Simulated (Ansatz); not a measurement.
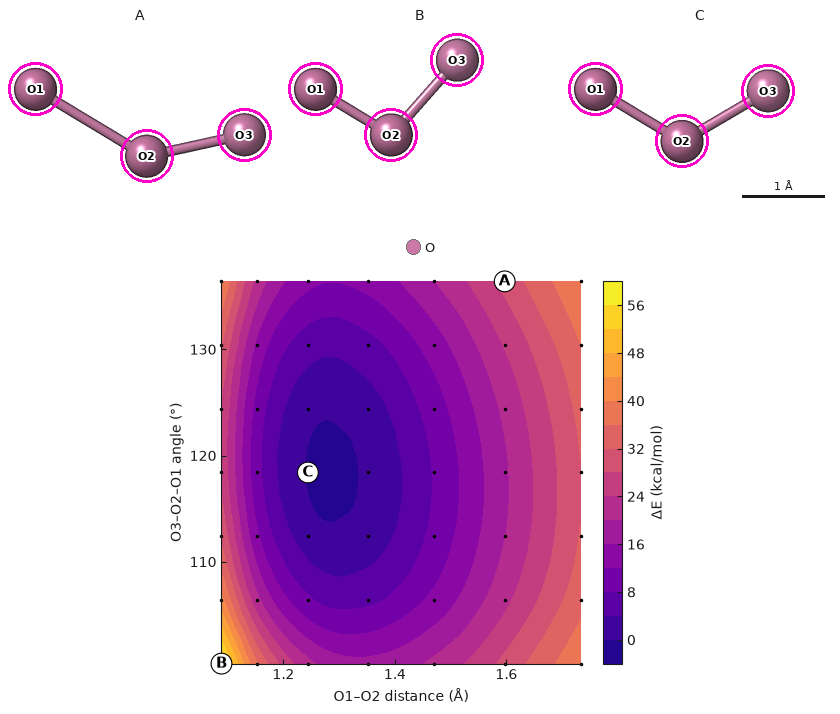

Energy scan for O₃, in which the O1–O2 distance and the O3–O2–O1 angle are varied on a grid, with the rest of the molecule carried along rigidly. The map is interpolated between the computed points (dots). The lettered frames are marked on it. A ball-and-stick model, seen onto the plane of the angle. The ringed atoms are those of the scanned coordinates.

Single-point energies from Ansatz with PBE-D4 in the def2-TZVPP basis, on geometries moved rigidly from the minimum at PBE0-D4/def2-TZVP. Energies are counted from the PBE0-D4/def2-TZVP minimum geometry at the same level.

### Where is the lowest point of the map, and what else does it tell?

In pairs of (O1–O2 distance (Å); O3–O2–O1 angle (°)): the lowest computed point lies at (1.244, 118.4) (−0.3 kcal/mol), the highest at (1.089, 100.4) (58.4 kcal/mol).  Over the ranges scanned the energy rises more along the first axis, the O1–O2 distance. The frames lie at A (1.597, 136.4): 29.2 kcal/mol, B (1.089, 100.4): 58.4 kcal/mol, C (1.244, 118.4): −0.3 kcal/mol.

The computed points:

Rows: O1–O2 distance (Å); columns: O3–O2–O1 angle (°); values in kcal/mol.

```tsv
	100.4	106.4	112.4	118.4	124.4	130.4	136.4
1.089	58.4	41.2	31.3	27.1	27.7	32.2	40.0
1.152	36.5	21.4	12.9	9.7	10.7	15.3	22.9
1.244	21.2	8.7	2.0	−0.3	1.2	5.8	13.1
1.351	17.1	7.1	1.9	0.5	2.3	6.7	13.4
1.470	20.9	13.1	9.1	8.3	10.0	13.9	19.8
1.597	29.1	22.9	19.9	19.3	20.9	24.3	29.2
1.733	39.4	34.6	32.2	31.9	33.2	35.9	39.9
```
